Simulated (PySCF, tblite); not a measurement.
# C6H7N2 radical: geometry, infrared bands and EPR parameters

Wanted: the infrared bands and EPR parameters of C6H7N2 radical (`[H]/N=[C]/CCC(=C)C#N`), by calculation.

Programs: tblite 0.8.0 and PySCF 2.14.0, with density-fitted response routines of our own. Each step states its level of theory. These are calculated values for one molecule in the gas phase, unless marked as measured. Atoms are numbered from 0 throughout.

**1. The starting structure**

15 atoms, charge 0, multiplicity 2; geometry from: force field or distance geometry start.

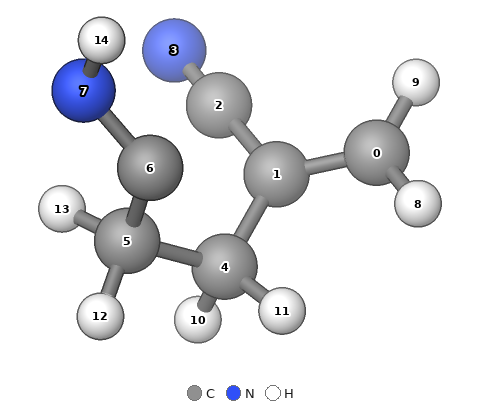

As it starts; carbon grey, nitrogen blue, hydrogen white, atoms numbered.

**2. Geometry optimisation with GFN2-xTB**

What the job is given:

```
{"job": {"kind": "relax", "xc": "GFN2-xTB", "basis": "xTB"}, "charge": 0, "multiplicity": 2}
C     -1.444800     1.311600     0.886300
C     -1.131700     0.163500     0.298100
C     -1.425500    -1.101000     0.947400
N     -1.677900    -2.103200     1.466100
C     -0.444800     0.200800    -0.990900
C      0.911300    -0.448100    -0.997900
C      1.866000     0.188500    -0.040500
N      2.561400    -0.627900     0.678700
H     -1.212700     2.238800     0.402500
H     -1.967400     1.281500     1.866400
H     -1.077500    -0.365400    -1.719300
H     -0.346700     1.250900    -1.340300
H      1.330200    -0.279700    -2.000900
H      0.842200    -1.540400    -0.821900
H      3.213500    -0.161900     1.344400
```

Started as:

```console
> OMP_NUM_THREADS=1 python probes_run.py task.json out
```

One launch serves the whole session: the jobs run in the order shown.

Log:

```text
step      E/eV     max force
  0    -600.48591    4.216
  1    -600.66297    4.631
  2    -600.77258    1.938
  3    -600.78977    2.510
  4    -600.82626    0.915
  5    -600.84459    0.379
  6    -600.86247    0.291
  7    -600.87206    0.252
  8    -600.87811    0.205
  9    -600.88403    0.192
 10    -600.88899    0.200
 11    -600.89419    0.234
 12    -600.89946    0.186
 13    -600.90403    0.153
 14    -600.90742    0.173
 15    -600.91050    0.166
 16    -600.91370    0.135
 17    -600.91599    0.089
 18    -600.91704    0.078
 19    -600.91758    0.062
 20    -600.91821    0.080
 21    -600.91911    0.087
 22    -600.92009    0.072
 23    -600.92088    0.088
 24    -600.92155    0.080
 25    -600.92237    0.076
 26    -600.92339    0.088
 27    -600.92434    0.105
 28    -600.92499    0.087
 29    -600.92546    0.052
 30    -600.92588    0.049
 31    -600.92625    0.041
 32    -600.92648    0.042
 33    -600.92664    0.034
 34    -600.92680    0.033
 35    -600.92699    0.031
 36    -600.92716    0.030
 37    -600.92731    0.028
 38    -600.92748    0.032
 39    -600.92768    0.034
 40    -600.92788    0.031
 41    -600.92804    0.031
 42    -600.92819    0.036
 43    -600.92841    0.046
 44    -600.92873    0.056
 45    -600.92909    0.056
 46    -600.92944    0.043
 47    -600.92976    0.050
 48    -600.93011    0.045
 49    -600.93044    0.040
 50    -600.93069    0.040
 51    -600.93084    0.039
 52    -600.93099    0.040
 53    -600.93116    0.035
 54    -600.93142    0.026
 55    -600.93151    0.023
 56    -600.93161    0.026
 57    -600.93169    0.021
 58    -600.93176    0.021
 59    -600.93181    0.025
 60    -600.93187    0.029
 61    -600.93196    0.030
 62    -600.93207    0.023
 63    -600.93215    0.023
 64    -600.93223    0.025
 65    -600.93232    0.026
 66    -600.93246    0.033
 67    -600.93267    0.040
 68    -600.93285    0.030
 69    -600.93294    0.021
 70    -600.93299    0.016
 71    -600.93304    0.018
 72    -600.93312    0.020
 73    -600.93321    0.022
 74    -600.93329    0.026
 75    -600.93341    0.029
 76    -600.93360    0.038
 77    -600.93392    0.055
 78    -600.93438    0.064
 79    -600.93493    0.060
 80    -600.93548    0.063
 81    -600.93583    0.078
 82    -600.93612    0.048
 83    -600.93623    0.147
 84    -600.93648    0.032
 85    -600.93659    0.031
 86    -600.93676    0.031
 87    -600.93690    0.029
 88    -600.93702    0.034
 89    -600.93719    0.056
 90    -600.93736    0.057
 91    -600.93749    0.053
 92    -600.93756    0.026
 93    -600.93760    0.028
 94    -600.93764    0.026
 95    -600.93769    0.015
 96    -600.93770    0.020
 97    -600.93771    0.007
```

Wall time 0.84 s (1 thread of Arm Neoverse N1, shared host); peak memory 0.18 GiB.

The steps of the relaxation: (not every step is listed)

```tsv
step	energy from step 0 (eV)	largest force (eV/Å)
0	0.0000	4.2164
1	-0.1771	4.6312
2	-0.2867	1.9378
3	-0.3039	2.5098
4	-0.3404	0.9147
5	-0.3587	0.3794
6	-0.3766	0.2912
7	-0.3862	0.2522
8	-0.3922	0.2050
16	-0.4278	0.1349
24	-0.4356	0.0795
32	-0.4406	0.0423
40	-0.4420	0.0307
48	-0.4442	0.0453
56	-0.4457	0.0262
64	-0.4463	0.0247
72	-0.4472	0.0202
80	-0.4496	0.0626
88	-0.4511	0.0339
92	-0.4516	0.0262
93	-0.4517	0.0282
94	-0.4517	0.0256
95	-0.4518	0.0153
96	-0.4518	0.0198
97	-0.4518	0.0071
```

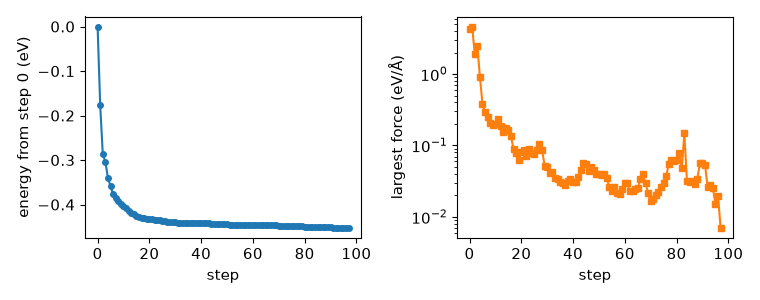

Energy and largest force along the relaxation.

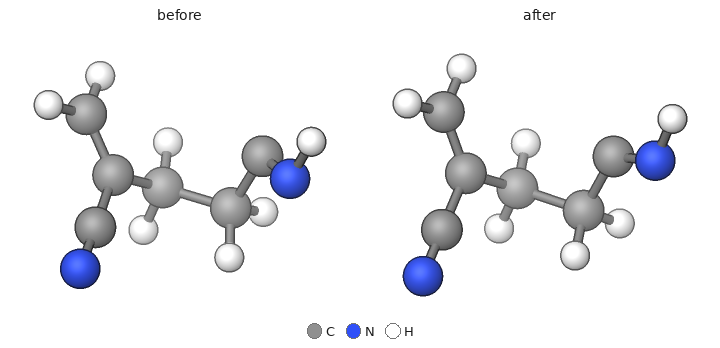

The geometry before (left) and after (right).

Close pairs (by a distance rule), those that changed most:

```tsv
bond	before (Å)	after (Å)	change (Å)
C6–N7	1.291	1.236	-0.055
C1–C4	1.461	1.503	+0.042
C4–C5	1.503	1.539	+0.035
C1–C2	1.452	1.417	-0.035
C0–H9	1.111	1.077	-0.034
N7–H14	1.042	1.013	-0.029
C4–H10	1.119	1.093	-0.026
C5–C6	1.494	1.473	-0.022
```

The end geometry stands in the next job.

**3. Harmonic vibrations with GFN2-xTB**

What the job is given:

```
{"job": {"kind": "ir", "xc": "GFN2-xTB", "basis": "xTB"}, "charge": 0, "multiplicity": 2}
C     -1.352885     1.256057     1.027765
C     -1.178566     0.171168     0.276692
C     -1.652341    -1.087990     0.720749
N     -2.034102    -2.115651     1.056198
C     -0.462283     0.158941    -1.044624
C      0.886042    -0.570676    -0.913144
C      1.797622     0.137297     0.001454
N      2.784103    -0.299846     0.604705
H     -0.997248     2.220297     0.705582
H     -1.855263     1.213150     1.979383
H     -1.074667    -0.356550    -1.788763
H     -0.296159     1.185775    -1.374992
H      1.371616    -0.607081    -1.892964
H      0.718401    -1.601178    -0.576652
H      3.341317     0.304277     1.196700
```

Log:

```text
mode    cm-1     km/mol
  1      23.0      2.77
  2      39.7      2.10
  3      94.9      1.18
  4     136.4      3.27
  5     213.6      3.43
  6     254.0      0.47
  7     321.6     13.93
  8     368.1      0.85
  9     441.9      8.38
 10     557.1      7.23
 11     623.3     35.20
 12     639.5     36.67
 13     714.3      0.27
 14     780.6      0.15
 15     865.3     28.17
 16     894.9      1.34
 17     904.9     18.47
 18     957.9      1.05
 19     986.2     58.18
 20    1057.4      1.88
 21    1087.7     25.13
 22    1152.4     35.74
 23    1183.9     18.24
 24    1264.7      2.86
 25    1290.1      2.22
 26    1306.5      0.95
 27    1399.3      1.93
 28    1409.5      6.51
 29    1464.7      1.34
 30    1668.5     27.79
 31    1878.5    166.31
 32    2373.3    158.92
 33    2898.7     16.05
 34    2948.3     17.98
 35    2972.0     26.80
 36    2993.1     29.92
 37    3105.6      6.26
 38    3135.4     21.86
 39    3341.4      6.49
```

It took 0.64 s on 1 thread of Arm Neoverse N1, shared host; peak memory 0.18 GiB.

The strongest bands and the atoms that carry them (share of the mass-weighted mode):

```tsv
cm⁻¹	km/mol	atoms
623	35.2	C1 27 %, H14 14 %, H13 12 %, C2 11 %
640	36.7	H14 51 %, C1 17 %
865	28.2	C4 22 %, H10 20 %, C5 13 %, C6 13 %
986	58.2	H14 24 %, C4 17 %, H10 14 %, C5 12 %
1152	35.7	H12 23 %, H14 15 %, H13 15 %, H10 12 %
1878	166.3	C6 59 %, N7 39 %
2373	158.9	C2 60 %, N3 39 %
2993	29.9	H11 91 %
```

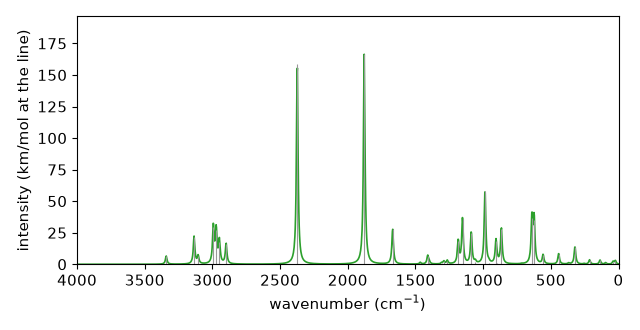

The infrared spectrum from these modes, unscaled. Lines are broadened to a width of 14 cm⁻¹ (Lorentzian).

**4. EPR parameters: B3LYP/pcH-1**

Same as in step 3 but for these lines:

```diff
@@ -1,2 +1,2 @@
-{"job": {"kind": "ir", "xc": "GFN2-xTB", "basis": "xTB"}, "charge": 0, "multiplicity": 2}
+{"job": {"kind": "epr", "basis": "pcH-1"}, "charge": 0, "multiplicity": 2}
 C     -1.352885     1.256057     1.027765
```

Method: UKS B3LYP, pcH-1 on C H N, non-relativistic, mean-field spin-orbit, GIAO.

Log:

```text
UKS, coarse grid
  cycle   1  E = -342.19653750  |g| = 3.85e-01
  cycle   2  E = -342.00601170  |g| = 7.74e-01
  cycle   3  E = -342.25784051  |g| = 1.42e-01
  cycle   4  E = -342.26716532  |g| = 3.67e-02
  cycle   5  E = -342.26780509  |g| = 1.08e-02
  cycle   6  E = -342.26785668  |g| = 5.56e-03
  cycle   7  E = -342.26786888  |g| = 2.53e-03
  cycle   8  E = -342.26787361  |g| = 1.01e-03
  cycle   9  E = -342.26787483  |g| = 6.39e-04
UKS, final grid
  cycle   1  E = -342.26783162  |g| = 1.11e-03
  cycle   2  E = -342.26783000  |g| = 2.15e-03
  cycle   3  E = -342.26783232  |g| = 1.42e-04
  cycle   4  E = -342.26783234  |g| = 1.24e-04
  cycle   5  E = -342.26783236  |g| = 6.37e-05
  cycle   6  E = -342.26783236  |g| = 1.50e-05
E = -342.26783236 Eh   <S^2> = 0.7529 (exact 0.7500)
g shifts (ppm)      1          2          3
  rmc          -175       -175       -175
  gc             29         12        -16
  oz_so       -3327        -12        889
  total       -3473       -175        697
hyperfine (MHz)  atom isotope    a_iso     a_fc   dipolar eigenvalues
    0   13C       2.26       2.26     -0.73     -0.15      0.88
    1   13C       0.28       0.28     -1.08     -0.56      1.64
    2   13C      -0.27      -0.27     -0.45     -0.24      0.68
    3   14N       0.11       0.11     -0.13      0.02      0.12
    4   13C      20.60      20.60     -1.42     -1.08      2.50
    5   13C      83.58      83.58     -9.64     -8.24     17.88
    6   13C     220.86     220.86    -60.13    -54.30    114.42
    7   14N      10.34      10.34    -16.87    -13.16     30.03
    8    1H       1.45       1.45     -1.94     -1.69      3.63
    9    1H       0.83       0.83     -1.00     -0.83      1.83
   10    1H      -1.66      -1.66     -2.03     -1.59      3.62
   11    1H      -1.08      -1.08     -4.26     -2.59      6.84
   12    1H      -0.54      -0.54     -6.79     -4.35     11.14
   13    1H      47.55      47.55     -6.69     -2.07      8.76
   14    1H     141.49     141.49    -16.91     -9.34     26.25
```

Wall time 1.7 min (1 thread of Arm Neoverse N1, shared host); peak memory 1.1 GiB.

Principal g values 1.99885, 2.00214, 2.00302; g(iso) = 2.00134, against 2.00232 for a free electron.

Hyperfine couplings; where a row names several nuclei, a(iso) is their mean (it holds for fast rotation or exchange) and the dipolar term the largest among them:

```tsv
nuclei	isotope	a(iso) (MHz)	a(iso) (G, at g = 2.0023)	largest dipolar term (MHz)
C6	13C	220.9	78.8	114.4
H14	1H	141.5	50.5	26.2
C5	13C	83.6	29.8	17.9
H12, H13	1H	23.5	8.4	11.1
C4	13C	20.6	7.3	2.5
N7	14N	10.3	3.7	30.0
C0	13C	2.3	0.8	0.9
H8	1H	1.5	0.5	3.6
H10, H11	1H	-1.4	-0.5	6.8
H9	1H	0.8	0.3	1.8
C1	13C	0.3	0.1	1.6
C2	13C	-0.3	-0.1	0.7
N3	14N	0.1	0.0	-0.1
```

Mulliken spin populations:

C0 0.00; C1 0.00; C2 0.00; N3 0.00; C4 0.01; C5 0.01; C6 0.71; N7 0.17; H8 0.00; H9 0.00; H10 0.00; H11 0.01; H12 0.01; H13 0.05; H14 0.04

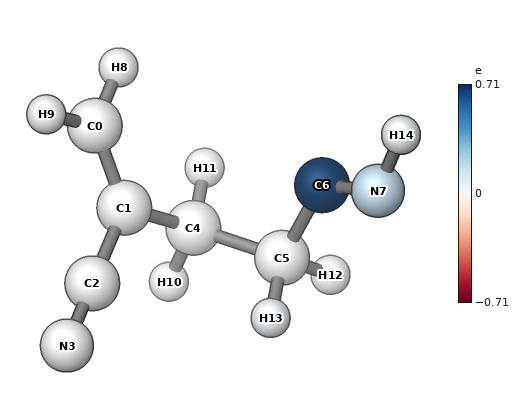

Mulliken spin populations, as colours on the atoms.

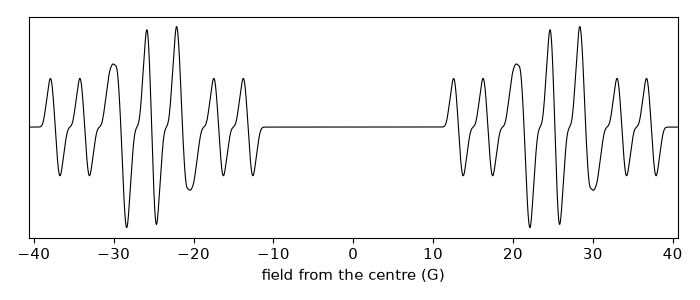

First-order isotropic spectrum (first derivative, main isotopes with spin only, couplings over 0.8 MHz, Gaussian width 0.3 G; couplings of the frozen geometry, rotation of groups not averaged beyond the rows shown).

Orbitals, density, ELF and potential are computed afterwards from the orbital file.

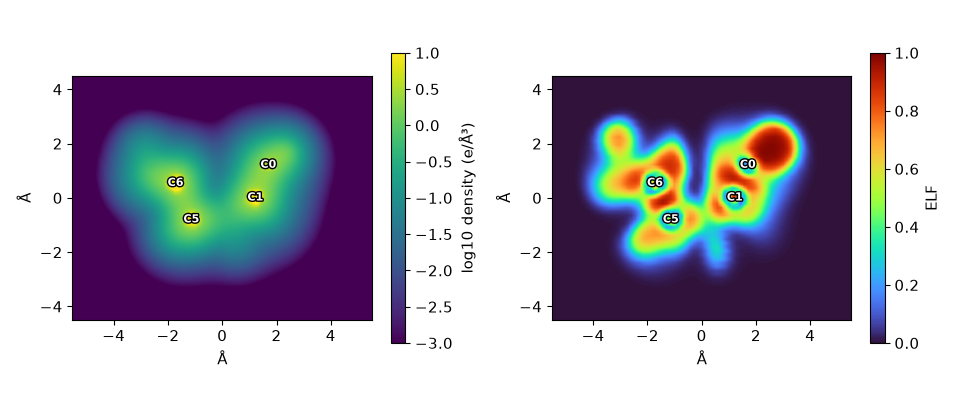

Density (left) and ELF (right) in a plane through or near 4 of the atoms.

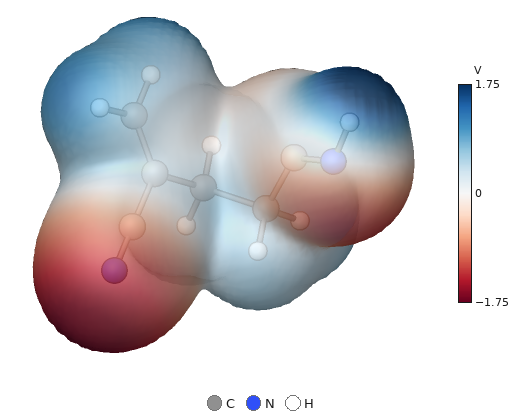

The potential that a unit positive charge feels on the 0.002 e/bohr³ surface, from -1.75 V near N3 to 1.74 V near H14.

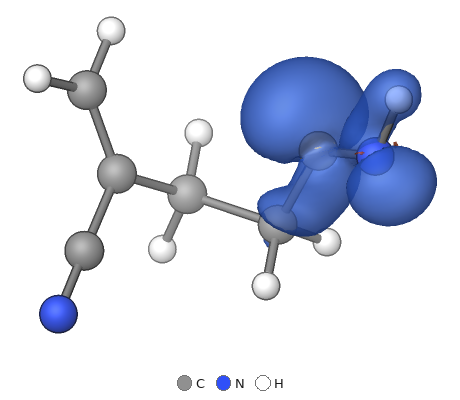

Spin density at ±0.04 e/Å³ (alpha excess blue, beta excess red).

**5. What came out**

| quantity | value |
| --- | --- |
| strongest single infrared mode (GFN2-xTB) | 1878 cm⁻¹, 166 km/mol |
| zero-point energy (GFN2-xTB) | 71.1 kcal/mol |
| g(iso) (B3LYP) | 2.00134 |
| ⟨S²⟩ | 0.753 (exact 0.75) |
| largest a(iso) (averaged by class) | 13C on C6, 220.9 MHz |
| potential on the surface of density 0.002 e/bohr³, 1st and 99th percentile | -1.75 V and 1.74 V |

What this shows: Relaxing lowered the energy by 0.452 eV in 97 steps; the close pair that moved most is C6–N7, from 1.291 to 1.236 Å. No mode is imaginary among the 39: a minimum at this level. The strongest single mode, at 1878 cm⁻¹, moves mainly C6 and N7. GFN2-xTB is a fitted tight-binding method: band positions and strengths are rough. Its intensities can rank the bands wrongly. Most of the unpaired spin sits on C6 (0.71 e). The isotropic g lies 1.0 ppt below the free-electron value. These values are for one conformer; the search (at its own cheap level) found 2 more, at 0.00, 2.67 kcal/mol (those within 0.05 may be mirror or relabelled copies), and measured spectra average over such forms.
